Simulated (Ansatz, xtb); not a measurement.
## A family of molecules: the dipole moment

One atom is swapped for its congeners: CuF (fluorocopper); AgF; AuF. All are singlets with charge 0.

Shapes, held fixed at every level: PBE0-D4/def2-TZVP. Programs: Ansatz 0.2.0, xtb 6.7.1. Values in D.

| level | CuF | AgF | AuF |
| --- | --- | --- | --- |
| GFN1-xTB | 5.58 | 6.11 | 4.94 |
| PBE-D4/def2-TZVPP | 4.58 | 5.03 | 3.67 |
| r2SCAN-D4/def2-TZVPP | 4.90 | 5.41 | 3.93 |
| B3LYP-D4/def2-TZVPP | 5.10 | 5.56 | 4.16 |
| wB97M-V/def2-TZVPP | 5.39 | 5.97 | 4.64 |
| measured | 5.77 | – | – |

At wB97M-V/def2-TZVPP the dipole moment isn't monotonic: it is largest for Ag and smallest for Au (5.97 and 4.64 D). Every level shows the same order. Measured values: NIST CCCBDB. For atoms past krypton def2 sets carry core potentials with scalar relativity.

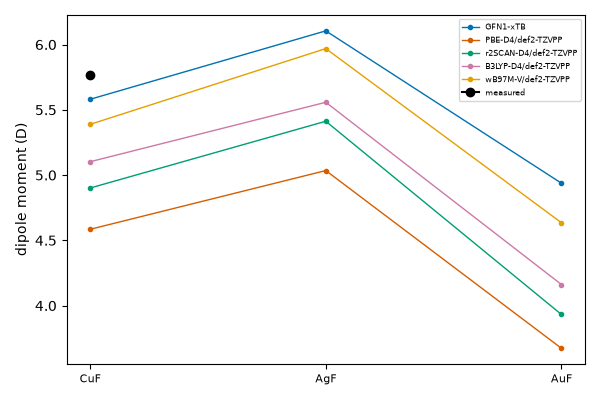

The trend along the series, level by level.
